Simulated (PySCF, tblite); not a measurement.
# C₅H₉BO₃: geometry, infrared bands and NMR shifts

Aim: predict the infrared bands and NMR shifts of C₅H₉BO₃ (`COB(O)C1=COCC1`).

Programs: tblite 0.8.0 and PySCF 2.14.0, with density-fitted response routines of our own. Each step states its level of theory. These are calculated values for one molecule in the gas phase, unless marked as measured. Atoms are numbered from 0 throughout.

## (1) The starting structure

18 atoms, charge 0, multiplicity 1; geometry from: force field or distance geometry start.

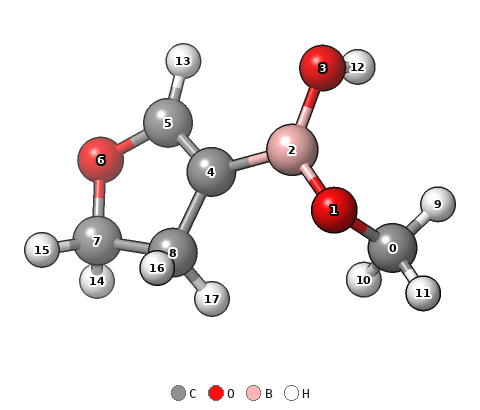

The starting geometry (carbon grey, oxygen red, boron pink, hydrogen white), atoms numbered.

## (2) Relaxing the molecule with GFN2-xTB

What the job is given:

```
{"job": {"kind": "relax", "xc": "GFN2-xTB", "basis": "xTB"}, "charge": 0, "multiplicity": 1}
C      2.706200    -0.203700     0.275200
O      1.757300    -0.845600     1.094400
B      0.674600     0.083700     1.406900
O      0.757300     0.968700     2.563400
C     -0.630400     0.089200     0.524700
C     -1.674500     0.876300     0.706800
O     -2.653600     0.642800    -0.232900
C     -2.256200    -0.380600    -1.125300
C     -0.856500    -0.802900    -0.655700
H      3.157900     0.671600     0.793500
H      2.243800     0.106000    -0.697000
H      3.510300    -0.918400     0.045600
H      1.166000     1.795800     2.241100
H     -1.752200     1.615400     1.492900
H     -2.236100     0.022100    -2.164100
H     -2.976200    -1.235400    -1.053000
H     -0.842400    -1.863000    -0.341800
H     -0.104200    -0.615700    -1.446400
```

Started as:

```sh
$ OMP_NUM_THREADS=1 python probes_run.py task.json out
```

The driver reads the jobs from task.json and runs them one after another.

Standard output:

```text
step      E/eV     max force
  0    -781.91899    2.663
  1    -782.15676    1.366
  2    -782.25927    0.831
  3    -782.29383    0.476
  4    -782.32305    0.327
  5    -782.33791    0.322
  6    -782.35875    0.377
  7    -782.37501    0.342
  8    -782.39234    0.386
  9    -782.41331    0.473
 10    -782.45328    0.671
 11    -782.49794    1.280
 12    -782.58389    1.063
 13    -782.69090    1.378
 14    -782.73316    1.770
 15    -782.80937    0.736
 16    -782.83573    0.453
 17    -782.86114    0.495
 18    -782.87527    0.307
 19    -782.89336    0.318
 20    -782.90618    0.263
 21    -782.91625    0.256
 22    -782.92603    0.252
 23    -782.93567    0.238
 24    -782.94861    0.259
 25    -782.96447    0.280
 26    -782.98574    0.358
 27    -783.00622    0.356
 28    -783.02348    0.460
 29    -783.03268    0.452
 30    -783.04328    0.252
 31    -783.05112    0.210
 32    -783.06149    0.208
 33    -783.06661    0.246
 34    -783.08249    0.323
 35    -783.09692    0.381
 36    -783.11895    0.364
 37    -783.13731    0.331
 38    -783.15922    0.295
 39    -783.17763    0.273
 40    -783.18086    0.569
 41    -783.20047    0.365
 42    -783.21003    0.224
 43    -783.23096    0.247
 44    -783.24123    0.303
 45    -783.25202    0.327
 46    -783.25805    0.200
 47    -783.26363    0.169
 48    -783.26821    0.208
 49    -783.27242    0.166
 50    -783.27685    0.216
 51    -783.28159    0.153
 52    -783.28812    0.139
 53    -783.29090    0.158
 54    -783.29312    0.171
 55    -783.29457    0.145
 56    -783.29627    0.103
 57    -783.29805    0.125
 58    -783.29989    0.180
 59    -783.30177    0.254
 60    -783.30424    0.266
 61    -783.30744    0.242
 62    -783.31025    0.116
 63    -783.31193    0.090
 64    -783.31315    0.108
 65    -783.31403    0.107
 66    -783.31484    0.089
 67    -783.31558    0.056
 68    -783.31626    0.066
 69    -783.31710    0.092
 70    -783.31822    0.103
 71    -783.31952    0.097
 72    -783.32086    0.096
 73    -783.32225    0.100
 74    -783.32377    0.088
 75    -783.32531    0.093
 76    -783.32656    0.060
 77    -783.32743    0.059
 78    -783.32828    0.062
 79    -783.32931    0.071
 80    -783.33052    0.096
 81    -783.33161    0.064
 82    -783.33243    0.053
 83    -783.33309    0.068
 84    -783.33390    0.081
 85    -783.33466    0.075
 86    -783.33520    0.046
 87    -783.33559    0.041
 88    -783.33589    0.039
 89    -783.33612    0.035
 90    -783.33629    0.027
 91    -783.33641    0.024
 92    -783.33654    0.030
 93    -783.33673    0.038
 94    -783.33696    0.036
 95    -783.33722    0.033
 96    -783.33749    0.040
 97    -783.33783    0.043
 98    -783.33831    0.048
 99    -783.33896    0.060
100    -783.33978    0.067
101    -783.34061    0.074
102    -783.34147    0.072
103    -783.34242    0.086
104    -783.34369    0.096
105    -783.34519    0.105
106    -783.34646    0.073
107    -783.34719    0.088
108    -783.34773    0.056
109    -783.34812    0.050
110    -783.34848    0.053
111    -783.34886    0.050
112    -783.34918    0.050
113    -783.34945    0.038
114    -783.34961    0.027
115    -783.34974    0.028
116    -783.34987    0.022
117    -783.34995    0.034
118    -783.35001    0.023
119    -783.35009    0.022
120    -783.35019    0.036
121    -783.35036    0.043
122    -783.35062    0.056
123    -783.35100    0.046
124    -783.35159    0.061
125    -783.35253    0.079
126    -783.35379    0.121
127    -783.35418    0.175
128    -783.35681    0.191
129    -783.35818    0.096
130    -783.36054    0.080
131    -783.35342    0.496
132    -783.36307    0.068
133    -783.36420    0.051
134    -783.36336    0.298
135    -783.36618    0.044
136    -783.36674    0.057
137    -783.36745    0.126
138    -783.36784    0.076
139    -783.36834    0.031
140    -783.36884    0.059
141    -783.36948    0.062
142    -783.37008    0.077
143    -783.37092    0.056
144    -783.37160    0.065
145    -783.37213    0.107
146    -783.37241    0.079
147    -783.37334    0.056
148    -783.37375    0.060
149    -783.37414    0.065
150    -783.37443    0.041
151    -783.37460    0.027
152    -783.37472    0.027
153    -783.37476    0.027
154    -783.37484    0.024
155    -783.37489    0.027
156    -783.37494    0.023
157    -783.37498    0.018
158    -783.37503    0.013
159    -783.37507    0.011
160    -783.37510    0.011
161    -783.37512    0.009
```

Wall time 1.8 s (1 thread of Arm Neoverse N1, shared host); peak memory 0.18 GiB.

Along the way: (not every step is listed)

| step | energy from step 0 (eV) | largest force (eV/Å) |
| --- | --- | --- |
| 0 | 0.0000 | 2.6635 |
| 1 | -0.2378 | 1.3656 |
| 2 | -0.3403 | 0.8311 |
| 3 | -0.3748 | 0.4758 |
| 4 | -0.4041 | 0.3271 |
| 5 | -0.4189 | 0.3219 |
| 6 | -0.4398 | 0.3767 |
| 7 | -0.4560 | 0.3420 |
| 8 | -0.4733 | 0.3855 |
| 22 | -1.0070 | 0.2515 |
| 36 | -1.2000 | 0.3635 |
| 50 | -1.3579 | 0.2161 |
| 64 | -1.3942 | 0.1084 |
| 78 | -1.4093 | 0.0619 |
| 92 | -1.4176 | 0.0296 |
| 106 | -1.4275 | 0.0727 |
| 120 | -1.4312 | 0.0358 |
| 134 | -1.4444 | 0.2980 |
| 148 | -1.4548 | 0.0604 |
| 156 | -1.4560 | 0.0234 |
| 157 | -1.4560 | 0.0179 |
| 158 | -1.4560 | 0.0128 |
| 159 | -1.4561 | 0.0112 |
| 160 | -1.4561 | 0.0111 |
| 161 | -1.4561 | 0.0093 |

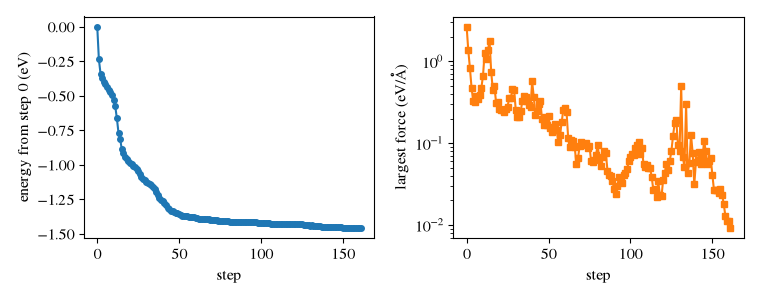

Energy and force, step by step.

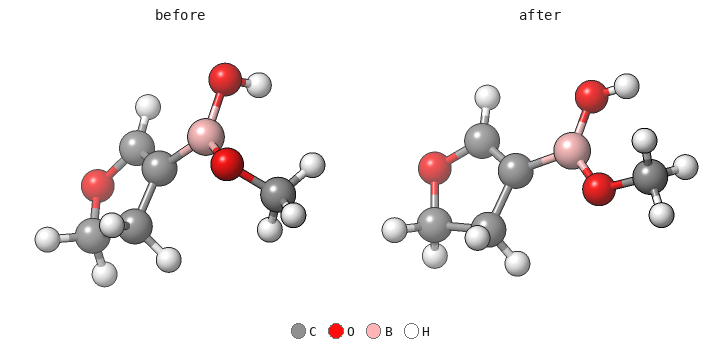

The geometry before (left) and after (right).

Close pairs (by a distance rule), those that changed most:

| bond | before (Å) | after (Å) | change (Å) |
| --- | --- | --- | --- |
| B2–O3 | 1.459 | 1.360 | -0.099 |
| O1–B2 | 1.461 | 1.366 | -0.095 |
| C0–H10 | 1.120 | 1.090 | -0.030 |
| B2–C4 | 1.575 | 1.549 | -0.026 |
| C7–H15 | 1.120 | 1.094 | -0.026 |
| C5–O6 | 1.377 | 1.352 | -0.025 |
| C7–H14 | 1.114 | 1.094 | -0.020 |
| C4–C8 | 1.497 | 1.517 | +0.020 |

The end geometry stands in the next job.

## (3) Vibrational analysis with GFN2-xTB

What the job is given:

```
{"job": {"kind": "ir", "xc": "GFN2-xTB", "basis": "xTB"}, "charge": 0, "multiplicity": 1}
C      3.088404    -0.126822     0.586266
O      1.742756    -0.220887     0.188733
B      0.718436     0.379893     0.863234
O      0.878063     1.136502     1.982091
C     -0.710678     0.172543     0.302251
C     -1.857848     0.650645     0.793481
O     -2.979873     0.319815     0.115923
C     -2.591459    -0.490451    -0.996890
C     -1.060121    -0.636252    -0.932399
H      3.437155     0.912076     0.575427
H      3.677472    -0.702972    -0.127662
H      3.238340    -0.544904     1.588012
H      1.779814     1.238175     2.289205
H     -2.013567     1.266542     1.660457
H     -2.929088     0.009378    -1.909811
H     -3.111107    -1.449582    -0.911224
H     -0.747725    -1.674820    -0.821285
H     -0.567733    -0.232559    -1.817418
```

Standard output:

```text
mode    cm-1     km/mol
  1      49.7      0.06
  2      89.5      3.39
  3      98.1      1.97
  4     109.2      0.04
  5     136.0      0.23
  6     225.8      0.63
  7     234.0      1.50
  8     333.2      4.47
  9     376.2      6.89
 10     440.5     24.29
 11     522.0     70.27
 12     581.4    156.78
 13     616.6     33.79
 14     729.7      3.59
 15     827.2      0.64
 16     843.6     23.57
 17     857.9      1.52
 18     917.6     66.44
 19     960.1     52.30
 20    1026.7     27.78
 21    1042.0     12.21
 22    1042.4     99.46
 23    1105.1      5.26
 24    1118.1    412.36
 25    1124.7      1.86
 26    1148.0      6.34
 27    1153.3      3.17
 28    1194.6     66.09
 29    1195.0     44.92
 30    1225.8    398.95
 31    1247.6     92.07
 32    1309.2     83.14
 33    1329.7     30.80
 34    1407.5      2.60
 35    1470.6      1.72
 36    1482.1      1.55
 37    1485.3      4.03
 38    1491.7      2.50
 39    1647.1    348.24
 40    2912.2     50.52
 41    2923.9     30.07
 42    2924.0     51.17
 43    2950.8     42.57
 44    2972.8     44.27
 45    2996.7     29.60
 46    2998.5     23.77
 47    3141.9     13.91
 48    3607.2     13.57
```

It took 1 s on 1 thread of Arm Neoverse N1, shared host; peak memory 0.18 GiB.

The strongest bands and the atoms that carry them (share of the mass-weighted mode):

| cm⁻¹ | km/mol | atoms |
| --- | --- | --- |
| 522 | 70.3 | H12 76 %, C4 11 % |
| 581 | 156.8 | B2 66 %, C4 10 % |
| 1042 | 99.5 | C0 20 %, H12 18 %, O1 14 %, B2 11 % |
| 1118 | 412.4 | O6 30 %, C5 26 % |
| 1226 | 398.9 | B2 54 %, O1 22 % |
| 1248 | 92.1 | H16 28 %, H17 27 %, C8 21 %, B2 13 % |
| 1309 | 83.1 | H14 22 %, H15 21 %, C4 17 %, B2 11 % |
| 1647 | 348.2 | C4 50 %, C5 45 % |

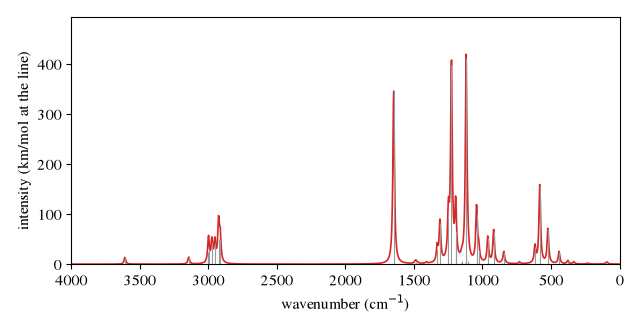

The infrared spectrum from these modes, unscaled. Lines are broadened to a width of 14 cm⁻¹ (Lorentzian).

## (4) NMR shieldings: PBE0/pcSseg-1

Settings changed since step 3:

```diff
@@ -1,2 +1,2 @@
-{"job": {"kind": "ir", "xc": "GFN2-xTB", "basis": "xTB"}, "charge": 0, "multiplicity": 1}
+{"job": {"kind": "nmr", "xc": "PBE0", "basis": "pcSseg-1"}, "charge": 0, "multiplicity": 1}
 C      3.088404    -0.126822     0.586266
```

Method: GIAO PBE0/pcSseg-1 NMR shielding, non-relativistic, gas phase.

Standard output:

```text
coarse grid: 15360 points
cycle   1  E = -445.7549532322  dE =  1.454e+00  |g| = 9.222e-01  |ddm| = 3.751e+00
cycle   2  E = -445.6272857007  dE =  1.277e-01  |g| = 1.261e+00  |ddm| = 1.459e+00
cycle   3  E = -445.9101854194  dE = -2.829e-01  |g| = 9.176e-02  |ddm| = 8.744e-01
cycle   4  E = -445.9116879878  dE = -1.503e-03  |g| = 3.889e-02  |ddm| = 9.668e-02
cycle   5  E = -445.9120033202  dE = -3.153e-04  |g| = 1.245e-02  |ddm| = 3.812e-02
cycle   6  E = -445.9120268488  dE = -2.353e-05  |g| = 5.462e-03  |ddm| = 1.128e-02
cycle   7  E = -445.9120328791  dE = -6.030e-06  |g| = 9.818e-04  |ddm| = 4.612e-03
final grid: 149224 points
cycle   8  E = -445.9950871828  dE = -3.701e-05  |g| = 1.537e-02  |ddm| = 3.275e-02
cycle   9  E = -445.9950188059  dE =  6.838e-05  |g| = 2.465e-02  |ddm| = 2.379e-02
cycle  10  E = -445.9951302794  dE = -1.115e-04  |g| = 2.762e-03  |ddm| = 1.597e-02
cycle  11  E = -445.9951320123  dE = -1.733e-06  |g| = 4.312e-04  |ddm| = 2.416e-03
cycle  12  E = -445.9951320465  dE = -3.413e-08  |g| = 1.897e-04  |ddm| = 5.219e-04
cycle  13  E = -445.9951320543  dE = -7.839e-09  |g| = 4.940e-05  |ddm| = 1.808e-04
cycle  14  E = -445.9951320547  dE = -4.201e-10  |g| = 1.730e-05  |ddm| = 4.035e-05
converged SCF energy = -445.9951320547

GIAO shielding tensors (ppm)
atom      isotropic    diamagn.    paramagn.     s11        s22        s33       span
  0 C      136.372     241.823    -105.452    108.475    116.368    184.272     75.798
  1 O      246.987     399.731    -152.744    133.464    267.056    340.439    206.975
  2 B       75.026     197.843    -122.817     65.904     69.338     89.835     23.931
  3 O      236.242     387.710    -151.469    145.086    249.322    314.316    169.230
  4 C       78.280     257.299    -179.020    -11.484    103.069    143.253    154.737
  5 C       20.163     254.509    -234.346    -85.925     57.719     88.694    174.619
  6 O      176.397     398.727    -222.330     82.922    181.503    264.765    181.844
  7 C      114.185     247.161    -132.975     71.148    102.797    168.612     97.464
  8 C      152.015     247.321     -95.307    123.418    161.226    171.401     47.983
  9 H       28.022      28.489      -0.466     24.186     25.656     34.225     10.039
 10 H       27.588      27.713      -0.125     23.208     25.930     33.627     10.418
 11 H       28.024      28.266      -0.241     24.185     25.662     34.226     10.041
 12 H       28.044      31.881      -3.837     20.991     25.385     37.755     16.764
 13 H       24.864      31.793      -6.930     22.460     24.238     27.893      5.433
 14 H       27.193      28.752      -1.558     22.574     26.782     32.224      9.650
 15 H       27.188      28.572      -1.383     22.588     26.773     32.204      9.617
 16 H       28.860      31.529      -2.669     24.017     28.373     34.191     10.174
 17 H       28.864      31.723      -2.859     24.036     28.362     34.194     10.158
```

Wall time 61 s (1 thread of Arm Neoverse N1, shared host); peak memory 0.91 GiB.

The references, computed at this level on geometries of the same kind, shield at (ppm): 1H TMS 31.72, 13C TMS 186.9, 17O H2O 336.1, 11B BF3·OEt2 100.1. Their shielding less the atom's gives the shift. The references are single molecules in the gas phase, so shifts against H2O, NH3, PH3, H3PO4 or CFCl3 are not on the usual liquid scales and can be off by tens of ppm. Atoms listed in one row are averaged.

| atoms | environment | σ (ppm) | δ (ppm) | δ scaled to CDCl3 |
| --- | --- | --- | --- | --- |
| C5 | alkene carbon bearing oxygen | 20.2 | 166.8 | 160.8 |
| C4 | β carbon of an enol-ether or enamine type C=C | 78.3 | 108.6 | 104.1 |
| C7 | sp3 CH2 bonded to O | 114.2 | 72.7 | 69.1 |
| C0 | methyl carbon bonded to O | 136.4 | 50.6 | 47.4 |
| C8 | allylic sp3 CH2 | 152.0 | 34.9 | 32.2 |
| H13 | hydrogen on an alkene carbon bearing oxygen | 24.86 | 6.85 | 6.57 |
| H14, H15 | hydrogen on an sp3 CH2 bonded to O | 27.19 | 4.53 | 4.37 |
| H9, H10, H11 | hydrogen on a methyl carbon bonded to O | 27.88 | 3.84 | 3.72 |
| H12 | hydrogen on an oxygen bonded to B | 28.04 | 3.67 | – |
| H16, H17 | hydrogen on an allylic sp3 CH2 | 28.86 | 2.85 | 2.80 |
| O6 | ether oxygen | 176.4 | 159.7 | – |
| O3 | oxygen bonded to B, H | 236.2 | 99.8 | – |
| O1 | oxygen bonded to C, B | 247.0 | 89.1 | – |
| B2 | boron bonded to C, 2 O | 75.0 | 25.0 | – |

The scaled column applies a straight-line fit of computed shieldings to shifts measured in CDCl3 (root-mean-square error 0.16 ppm for H, 1.9 ppm for C).

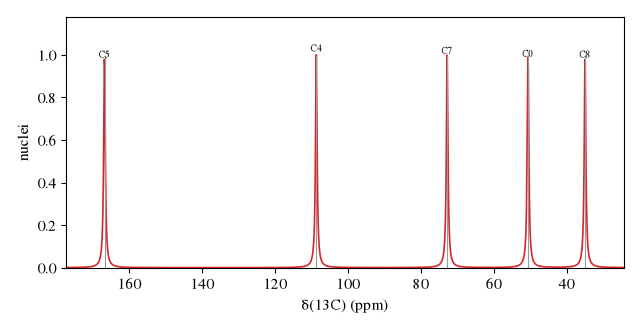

13C lines at the computed shifts, without couplings. Lines are broadened to a width of 0.53 ppm (Lorentzian).

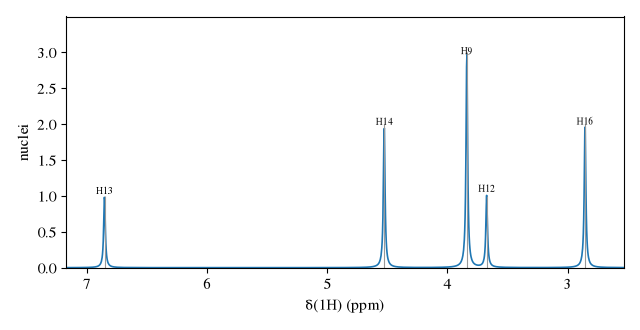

1H lines at the computed shifts, without couplings. Lines are broadened to a width of 0.02 ppm (Lorentzian).

The run also stored atomic charges by several schemes (e):

| atoms | Mulliken | IAO | Hirshfeld | ESP fit |
| --- | --- | --- | --- | --- |
| C0 | -0.05 | -0.21 | -0.03 | -0.20 |
| O1 | -0.52 | -0.41 | -0.18 | -0.35 |
| B2 | 0.63 | 0.46 | 0.22 | 0.59 |
| O3 | -0.42 | -0.55 | -0.26 | -0.73 |
| C4 | -0.46 | -0.24 | -0.13 | -0.25 |
| C5 | 0.24 | 0.09 | 0.04 | 0.09 |
| O6 | -0.46 | -0.34 | -0.12 | -0.36 |
| C7 | 0.08 | -0.06 | 0.01 | 0.19 |
| C8 | -0.20 | -0.27 | -0.08 | -0.10 |

IAO charges:

C0 -0.21; O1 -0.41; B2 0.46; O3 -0.55; C4 -0.24; C5 0.09; O6 -0.34; C7 -0.06; C8 -0.27; H9 0.13; H10 0.16; H11 0.13; H12 0.35; H13 0.17; H14 0.14; H15 0.14; H16 0.14; H17 0.14

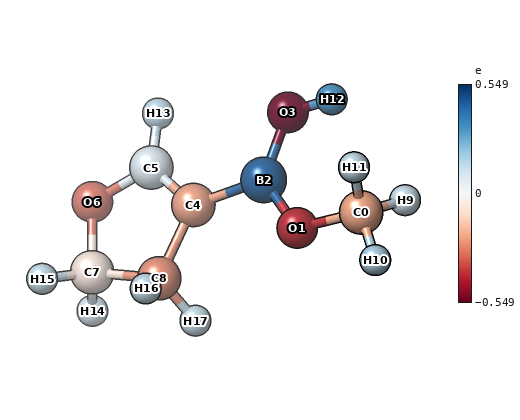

IAO charges, as colours on the atoms.

Mayer bond orders: C0–O1 0.90, O1–B2 1.15, B2–O3 1.21, B2–C4 0.92, C4–C5 1.76, C5–O6 1.05, O6–C7 0.88, C7–C8 1.04, C8–C4 1.05.

Ring of atoms C4, C5, O6, C7, C8: NICS(0) -3.9, NICS(1) -2.3, NICS(1)zz -3.0 ppm (means of both faces).

## (5) Summary of results

| quantity | value |
| --- | --- |
| strongest single infrared mode (GFN2-xTB) | 1118 cm⁻¹, 412 km/mol |
| zero-point energy (GFN2-xTB) | 88.1 kcal/mol |
| 13C shifts against TMS (PBE0/pcSseg-1) | 166.8, 108.6, 72.7, 50.6, 34.9 ppm |
| 1H shifts against TMS (PBE0/pcSseg-1, means over atoms taken as alike) | 6.85, 4.53, 3.84, 3.67, 2.85 ppm |
| 17O shifts against H2O (PBE0/pcSseg-1) | 159.7, 99.8, 89.1 ppm |
| 11B shifts against BF3·OEt2 (PBE0/pcSseg-1) | 25.0 ppm |

In words: Over 161 steps the energy fell by 1.456 eV; of the close pairs, B2–O3 changed most, 1.459 to 1.360 Å. All 48 modes are real, so the xTB geometry is a minimum. The strongest single mode, at 1118 cm⁻¹, is spread over many atoms; the largest shares are those of O6, C5. Unscaled tight-binding wavenumbers are off by several per cent, some by more. Its intensities can rank the bands wrongly. C5 (alkene carbon bearing oxygen) lies farthest downfield among carbon, at 166.8 ppm; an sp2 carbon further deshielded by the attached heteroatom. The most deshielded hydrogen is H13 (hydrogen on an alkene carbon bearing oxygen), at 6.85 ppm: olefinic region. At PBE0/pcSseg-1: Shielding is most anisotropic at O1 (span 207 ppm, paramagnetic term -153 ppm).
